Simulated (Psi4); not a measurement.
# GeH2 (SMILES [GeH2]): a chain of runs, part 2 of 2

Psi4 1.11. The steps go on from the part before.

## Step 4: A single-point energy at CCSD(T)/cc-pVDZ (run 3)

geh2.xyz

```xyz
3
GeH2
Ge    -0.570215     0.405183    -0.263753
H      0.790982     0.747731     0.513799
H     -0.212447    -1.158942    -0.246211
```

calc.py

```python
import psi4

psi4.set_memory(1600000000)
psi4.set_num_threads(1)
psi4.set_output_file('psi4.out', False)

with open('geh2.xyz') as f:
    atoms = ''.join(f.readlines()[2:])
geom = psi4.geometry('0 1\n' + atoms + 'symmetry c1')

psi4.set_options({
    'scf_type': 'pk',
    'freeze_core': True,
})

e_tot, wfn = psi4.energy("ccsd(t)/cc-pVDZ", molecule=geom, return_wfn=True)
print('E =', round(e_tot, 9))
```

Command:

```sh
$ python calc.py
```

psi4.out, shortened:

```text
[...]
  Running in c1 symmetry.
[...]
  Nuclear repulsion =   21.337832201373136
[...]
  Multiplicity = 1
[...]
  Nalpha       = 17
  Nbeta        = 17
[...]
    Number of basis functions: 37
[...]
   @RHF iter   1: -2075.95986752566068   -4.16776e+00   2.53813e-02 ADIIS/DIIS
[...]
   @RHF iter  10: -2076.44346454266542   -3.18323e-12   9.85902e-10 DIIS
[...]
    Orbital Energies [Eh]
    ---------------------
    Doubly Occupied:
       1A   -405.303732     2A    -52.204368     3A    -46.293597
       4A    -46.291780     5A    -46.291378     6A     -7.217577
       7A     -5.194866     8A     -5.187262     9A     -5.184541
      10A     -1.661851    11A     -1.658307    12A     -1.655049
      13A     -1.649178    14A     -1.645044    15A     -0.672437
      16A     -0.434412    17A     -0.337421
[...]
  @RHF Final Energy: -2076.44346454266542
   => Energetics <=
    Nuclear Repulsion Energy =             21.3378322013731356
    One-Electron Energy =               -2937.7969952854386975
    Two-Electron Energy =                 840.0156985414001838
    Total Energy =                      -2076.4434645426654242
[...]
 Multipole Moments:
 ------------------------------------------------------------------------------------
     Multipole            Electronic (a.u.)      Nuclear  (a.u.)        Total (a.u.)
 ------------------------------------------------------------------------------------
 L = 1.  Multiply by 2.5417464519 to convert [e a0] to [Debye]
 Dipole X            :         -1.9880359            1.9599848           -0.0280511
 Dipole Y            :          1.2912207           -1.2729986            0.0182221
 Dipole Z            :          0.0000000           -0.0000000            0.0000000
 Magnitude           :                                                    0.0334501
[...]
      * MP2 total energy                      = -2076.544590286394396
[...]
      * CCSD total energy                     = -2076.570717185190460
[...]
      * CCSD(T) total energy                  = -2076.573768240443769
```

On the terminal:

```text
E = -2076.57376824
```

It took 12 s on 1 thread of AMD EPYC 7R43 (Zen 3), shared host; peak memory 0.37 GiB.

## Step 5: The excited states at TDA-B3LYP/def2-SVP (density fitting, save jk yes) (run 4)

calc.in

```
memory 1600 MB

molecule system {
  Ge
  H 1 R2
  H 1 R3 2 A3

  R2 = 1.604613
  R3 = 1.604616
  A3 = 90.78232
}

set basis def2-SVP
set save_jk true

from psi4.driver.procrouting.response.scf_response import tdscf_excitations
E, wfn = energy("b3lyp", return_wfn=True)
states = tdscf_excitations(wfn, states=6, tda=True)
```

Command:

```sh
$ psi4 calc.in calc.out -n 1
```

calc.out:

```text
Psi4 1.11 release

   => Loading Basis Set <=

    Name: DEF2-SVP
    Role: ORBITAL
    Keyword: BASIS

         ---------------------------------------------------------
                                   SCF
                              RKS Reference
                        1 Threads,   1525 MiB Core
         ---------------------------------------------------------

  ==> Geometry <==

    Molecular point group: cs
    Full point group: Cs

    Geometry (in Angstrom), charge = 0, multiplicity = 1:

       Center              X                  Y                   Z               Mass
    ------------   -----------------  -----------------  -----------------  -----------------
         GE           0.021294297815     0.021005471451     0.000000000000    73.921177761000
         H            0.021294297815    -1.583607528549     0.000000000000     1.007825032230
         H           -1.583172127541     0.042914313507     0.000000000000     1.007825032230

  Running in cs symmetry.

  Rotational constants: A =      6.76588  B =      6.40885  C =      3.29126 [cm^-1]
  Rotational constants: A = 202835.86977  B = 192132.59616  C =  98669.60432 [MHz]
  Nuclear repulsion =   21.337833884756318

  Charge       = 0
  Multiplicity = 1
  Electrons    = 34
  Nalpha       = 17
  Nbeta        = 17

  ==> Algorithm <==

  SCF Algorithm Type is DF.
  DIIS enabled.
  MOM disabled.
  Fractional occupation disabled.
  Guess Type is SAD.
  Energy threshold   = 1.00e-06
  Density threshold  = 1.00e-06
  Integral threshold = 1.00e-12

  ==> Primary Basis <==

  Basis Set: DEF2-SVP
    Blend: DEF2-SVP
    Number of shells: 18
    Number of basis functions: 42
    Number of Cartesian functions: 45
    Spherical Harmonics?: true
    Max angular momentum: 2

  ==> DFT Potential <==

   => LibXC <=

    Version 7.1.2

   => Composite Functional: B3LYP <=

    B3LYP Hyb-GGA Exchange-Correlation Functional

    Deriv               =              1
    GGA                 =           TRUE
    Meta                =          FALSE

    Exchange Hybrid     =           TRUE
    MP2 Hybrid          =          FALSE

   => Exchange Functionals <=

    0.0800   Slater exchange
    0.7200         Becke 88

   => Exact (HF) Exchange <=

    0.2000               HF

   => Correlation Functionals <=

    0.1900   Vosko, Wilk & Nusair (VWN5_RPA)
    0.8100   Lee, Yang & Parr

   => LibXC Density Thresholds  <==

    XC_HYB_GGA_XC_B3LYP:  1.00E-15

   => Molecular Quadrature <=

    Radial Scheme          =       TREUTLER
    Pruning Scheme         =           NONE
    Nuclear Scheme         =       TREUTLER

    Blocking Scheme        =         OCTREE
    BS radius alpha        =              1
    Pruning alpha          =              1
    Radial Points          =             75
    Spherical Points       =            302
    Total Points           =          65177
    Total Blocks           =            546
    Max Points             =            255
    Max Functions          =             42
    Weights Tolerance      =       1.00E-15

   => Loading Basis Set <=

    Name: (DEF2-SVP AUX)
    Role: JKFIT
    Keyword: DF_BASIS_SCF

  ==> Integral Setup <==

  DFHelper Memory: AOs need 0.005 GiB; user supplied 1.049 GiB.
  SCF_SUBTYPE=INCORE selected. In-core MEM_DF algorithm will be used.
  Using in-core AOs.

  ==> MemDFJK: Density-Fitted J/K Matrices <==

    J tasked:                   Yes
    K tasked:                   Yes
    wK tasked:                   No
    Memory [MiB]:              1073
    Algorithm:                 Core
    Schwarz Cutoff:           1E-12
    Mask sparsity (%):       0.0000
    Fitting Condition:        1E-10

   => Auxiliary Basis Set <=

  Basis Set: (DEF2-SVP AUX)
    Blend: DEF2-UNIVERSAL-JKFIT
    Number of shells: 72
    Number of basis functions: 302
    Number of Cartesian functions: 411
    Spherical Harmonics?: true
    Max angular momentum: 5

  Cached 100.0% of DFT collocation blocks in 0.069 [GiB].

  Minimum eigenvalue in the overlap matrix is 2.4520524699E-02.
  Reciprocal condition number of the overlap matrix is 6.9428067541E-03.
    Using symmetric orthogonalization.

  ==> Pre-Iterations <==

  SCF Guess: Superposition of Atomic Densities via on-the-fly atomic UHF (no occupation information).

   -------------------------
    Irrep   Nso     Nmo
   -------------------------
     A'        30      30
     A"        12      12
   -------------------------
    Total      42      42
   -------------------------

  ==> Iterations <==

                           Total Energy        Delta E     RMS |[F,P]|

   @DF-RKS iter SAD: -2074.39826515313416   -2.07440e+03   0.00000e+00
   @DF-RKS iter   1: -2076.67553862258637   -2.27727e+00   7.15072e-02 ADIIS/DIIS
   @DF-RKS iter   2: -2075.02124492598023    1.65429e+00   1.31534e-01 ADIIS
   @DF-RKS iter   3: -2077.89155882558953   -2.87031e+00   1.38519e-02 ADIIS/DIIS
   @DF-RKS iter   4: -2077.93119637284963   -3.96375e-02   1.79546e-03 ADIIS/DIIS
   @DF-RKS iter   5: -2077.93246104305490   -1.26467e-03   2.61704e-04 ADIIS/DIIS
   @DF-RKS iter   6: -2077.93249015333913   -2.91103e-05   4.46624e-06 DIIS
   @DF-RKS iter   7: -2077.93249016737172   -1.40326e-08   1.91509e-06 DIIS
   @DF-RKS iter   8: -2077.93249016858408   -1.21236e-09   1.01773e-07 DIIS
  Energy and wave function converged.

  ==> Post-Iterations <==

   Electrons on quadrature grid:
      Ntotal   =   34.0000056142 ; deviation = 5.614e-06

    Orbital Energies [Eh]
    ---------------------

    Doubly Occupied:

       1Ap  -398.708933     2Ap   -49.775889     1App  -44.312245
       3Ap   -44.308712     4Ap   -44.307898     5Ap    -6.223554
       2App   -4.405281     6Ap    -4.393172     7Ap    -4.390141
       8Ap    -1.224977     3App   -1.221706     4App   -1.219183
       9Ap    -1.211535    10Ap    -1.209126    11Ap    -0.517446
      12Ap    -0.313643    13Ap    -0.246219

    Virtual:

       5App   -0.120293    14Ap     0.033768    15Ap     0.069901
      16Ap     0.162080    17Ap     0.299693    18Ap     0.315821
       6App    0.340094    19Ap     0.378426     7App    0.379683
       8App    0.383773    20Ap     0.463943    21Ap     0.506388
      22Ap     0.640536    23Ap     0.807690    24Ap     1.439877
       9App    1.509912    10App    1.574899    25Ap     1.653991
      26Ap     1.852811    27Ap     1.930151    11App    2.350217
      12App    2.355852    28Ap     2.396964    29Ap     2.453896
      30Ap     2.599787

    Final Occupation by Irrep:
             Ap   App
    DOCC [    13,    4 ]
    NA   [    13,    4 ]
    NB   [    13,    4 ]

  @DF-RKS Final Energy: -2077.93249016858408

   => Energetics <=

    Nuclear Repulsion Energy =             21.3378338847563178
    One-Electron Energy =               -2937.4775837673159913
    Two-Electron Energy =                 902.3675367659512858
    DFT Exchange-Correlation Energy =     -64.1602770519761236
    Empirical Dispersion Energy =           0.0000000000000000
    VV10 Nonlocal Energy =                  0.0000000000000000
    Total Energy =                      -2077.9324901685845361

Computation Completed

Properties will be evaluated at   0.000000,   0.000000,   0.000000 [a0]

Properties computed using the SCF density matrix

 Multipole Moments:

 ------------------------------------------------------------------------------------
     Multipole            Electronic (a.u.)      Nuclear  (a.u.)        Total (a.u.)
 ------------------------------------------------------------------------------------

 L = 1.  Multiply by 2.5417464519 to convert [e a0] to [Debye]
 Dipole X            :          1.7017213           -1.6638288            0.0378924
 Dipole Y            :          1.6786365           -1.6412614            0.0373751
 Dipole Z            :          0.0000000            0.0000000            0.0000000
 Magnitude           :                                                    0.0532234

 ------------------------------------------------------------------------------------

	total time  =          2 seconds =       0.03 minutes

******************************************************************************************
**********                               WARNING                                **********
**********       The names of excited state variables changed between 1.5       **********
**********     and 1.6. For a quick solution, remove the symmetry specifier     **********
**********   from the variable name. For full details, see 'Notes on Psivars'   **********
**********                        in the documentation.                         **********
******************************************************************************************

         ---------------------------------------------------------
                         TDSCF excitation energies
         ---------------------------------------------------------

  ==> Options <==

     Residual threshold  : 1.0000e-04
     Initial guess       : denominators
     Reference           : RHF
     Solver type         : TDA (Davidson)

  ==> Requested Excitations <==

      3 singlet states with Ap symmetry
      3 singlet states with App symmetry

  ==> Seeking the lowest 3 singlet states with Ap symmetry

                         Generalized Davidson Solver

  ==> Options <==

    Max number of iterations        = 60
    Eigenvector tolerance           = 1.0000e-04
    Max number of expansion vectors = 600

  => Iterations <=
                           Max[D[value]]     Max[|R|]   # vectors
  DavidsonSolver iter   1:   3.57243e-01  5.93236e-02     12
  DavidsonSolver iter   2:   5.73442e-03  1.17000e-02     15
  DavidsonSolver iter   3:   6.63401e-05  5.64938e-04     18
  DavidsonSolver iter   4:   4.09381e-07  3.56037e-05     21      Converged

  ==> Seeking the lowest 3 singlet states with App symmetry

                         Generalized Davidson Solver

  ==> Options <==

    Max number of iterations        = 60
    Eigenvector tolerance           = 1.0000e-04
    Max number of expansion vectors = 600

  => Iterations <=
                           Max[D[value]]     Max[|R|]   # vectors
  DavidsonSolver iter   1:   3.97571e-01  4.25182e-02     12
  DavidsonSolver iter   2:   1.17212e-03  2.55256e-03     15
  DavidsonSolver iter   3:   1.86921e-06  1.36817e-04     18
  DavidsonSolver iter   4:   3.98569e-09  1.32917e-05     19      Converged

******************************************************************************************
**********                               WARNING                                **********
**********  Length-gauge rotatory strengths are **NOT** gauge-origin invariant  **********
******************************************************************************************

                                    Excitation Energy         Total Energy        Oscillator Strength             Rotatory Strength
     #   Sym: GS->ES (Trans)        au              eV              au          au (length)    au (velocity)    au (length)    au (velocity)
    ---- -------------------- --------------- --------------- --------------- --------------- --------------- --------------- ---------------
     1     Ap->App (1 App)     0.09434         2.56705        -2077.83815      0.0214          0.0030          0.0000         -0.0000
     2     Ap->App (1 App)     0.14724         4.00672        -2077.78525      0.0000          0.0000          0.0000         -0.0000
     3      Ap->Ap (1 Ap)      0.27319         7.43387        -2077.65930      0.2446          0.0706          0.0000         -0.0000
     4      Ap->Ap (1 Ap)      0.28345         7.71318        -2077.64904      0.1622          0.1205          0.0000         -0.0000
     5      Ap->Ap (1 Ap)      0.35440         9.64377        -2077.57809      0.8008          0.4523          0.0000         -0.0000
     6     Ap->App (1 App)     0.39640         10.78652       -2077.53609      0.3693          0.1622          0.0000         -0.0000

Contributing excitations
Only contributions with abs(coeff) > 1.00e-01 will be printed:

Excited State    1 (1 App):   0.09434 au   482.98 nm f = 0.0214
  Sums of squares: Xssq =  1.000000e+00
     13ap  ->   5app     0.993312 (98.667%)

Excited State    2 (1 App):   0.14724 au   309.44 nm f = 0.0000
  Sums of squares: Xssq =  1.000000e+00
     12ap  ->   5app     0.999638 (99.928%)

Excited State    3 (1 Ap):   0.27319 au   166.78 nm f = 0.2446
  Sums of squares: Xssq =  1.000000e+00
     12ap  ->  15ap     0.341666 (11.674%)
     13ap  ->  14ap     0.929967 (86.484%)

Excited State    4 (1 Ap):   0.28345 au   160.74 nm f = 0.1622
  Sums of squares: Xssq =  1.000000e+00
     12ap  ->  14ap    -0.410759 (16.872%)
     13ap  ->  15ap    -0.910185 (82.844%)

Excited State    5 (1 Ap):   0.35440 au   128.56 nm f = 0.8008
  Sums of squares: Xssq =  1.000000e+00
     12ap  ->  14ap    -0.732021 (53.586%)
     13ap  ->  15ap     0.311383 ( 9.696%)
     13ap  ->  16ap     0.591010 (34.929%)

Excited State    6 (1 App):   0.39640 au   114.94 nm f = 0.3693
  Sums of squares: Xssq =  1.000000e+00
     11ap  ->   5app    -0.960412 (92.239%)
     12ap  ->   7app     0.133412 ( 1.780%)
     13ap  ->   8app     0.203259 ( 4.131%)

******************************************************************************************
**********                               WARNING                                **********
**********       The names of excited state variables changed between 1.5       **********
**********     and 1.6. For a quick solution, remove the symmetry specifier     **********
**********   from the variable name. For full details, see 'Notes on Psivars'   **********
**********                        in the documentation.                         **********
******************************************************************************************

    Psi4 run time: 0:00:07.18
```

It took 9.3 s on 1 thread of AMD EPYC 7R43 (Zen 3), shared host; peak memory 0.28 GiB.

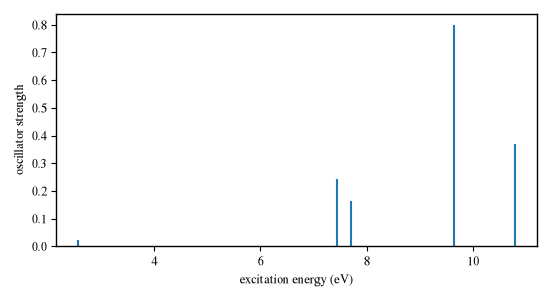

Vertical excitations as sticks.

The roots found:

```
excited state  energy (eV)  strength  label
            1        2.567    0.0214  App 1
            2        4.007    0.0000  App 1
            3        7.434    0.2446   Ap 1
            4        7.713    0.1622   Ap 1
            5        9.644    0.8008   Ap 1
            6       10.787    0.3693  App 1
```

## Step 6: Outcome

What follows sums up all 2 parts.

```
                                                                            quantity             value
                               run 1, B3LYP-D3(BJ)/def2-SVP: total energy at the end    -2077.93417 Eh
                                         run 1, B3LYP-D3(BJ)/def2-SVP: dipole moment            0.14 D
                                           run 1, B3LYP-D3(BJ)/def2-SVP: HOMO energy          -6.70 eV
                                           run 1, B3LYP-D3(BJ)/def2-SVP: LUMO energy          -3.27 eV
                                         run 1, B3LYP-D3(BJ)/def2-SVP: HOMO–LUMO gap           3.43 eV
                                     run 1, B3LYP-D3(BJ)/def2-SVP: dispersion energy      -4.41 kJ/mol
                            run 2, B3LYP-D3(BJ)/def2-SVP: lowest harmonic wavenumber          939 cm⁻¹
                           run 2, B3LYP-D3(BJ)/def2-SVP: highest harmonic wavenumber         1897 cm⁻¹
                                     run 2, B3LYP-D3(BJ)/def2-SVP: zero-point energy       28.3 kJ/mol
run 2, B3LYP-D3(BJ)/def2-SVP: ideal-gas entropy at 600 K (symmetry number 2 as used)  59.2 cal/(mol K)
                                                run 3, CCSD(T)/cc-pVDZ: total energy    -2076.57377 Eh
                         run 3, CCSD(T)/cc-pVDZ: HOMO energy (Hartree–Fock orbitals)          -9.18 eV
                         run 3, CCSD(T)/cc-pVDZ: LUMO energy (Hartree–Fock orbitals)           0.18 eV
                       run 3, CCSD(T)/cc-pVDZ: HOMO–LUMO gap (Hartree–Fock orbitals)           9.36 eV
                 run 3, CCSD(T)/cc-pVDZ: correlation energy (9 core orbitals frozen)        -130.3 mEh
                                              run 3, CCSD(T)/cc-pVDZ: (T) correction         -3.05 mEh
                                               run 3, CCSD(T)/cc-pVDZ: T1 diagnostic             0.009
                        run 4, TDA-B3LYP/def2-SVP: ground-state or mean-field energy    -2077.93249 Eh
                  run 4, TDA-B3LYP/def2-SVP: dipole moment (B3LYP Kohn–Sham density)            0.14 D
                   run 4, TDA-B3LYP/def2-SVP: HOMO energy (B3LYP Kohn–Sham orbitals)          -6.70 eV
                   run 4, TDA-B3LYP/def2-SVP: LUMO energy (B3LYP Kohn–Sham orbitals)          -3.27 eV
                 run 4, TDA-B3LYP/def2-SVP: HOMO–LUMO gap (B3LYP Kohn–Sham orbitals)           3.43 eV
                                 run 4, TDA-B3LYP/def2-SVP: lowest excitation energy           2.57 eV
```

What this shows: The optimisation (run 1, B3LYP-D3(BJ)/def2-SVP) took 2 steps and changed the energy by -0.001 eV. All 3 modes (run 2, B3LYP-D3(BJ)/def2-SVP) are real, so the shape is a minimum at this level. The triples (run 3, CCSD(T)/cc-pVDZ) make up 2.3 % of the correlation energy. The brightest of the 6 transitions from the ground state lies at 9.64 eV (129 nm, f = 0.801); the lowest, at 2.57 eV, has f = 0.021. Roots above 6.7 eV lie over the negative of the HOMO energy, where those of Rydberg kind are poorly described; valence roots are less touched.
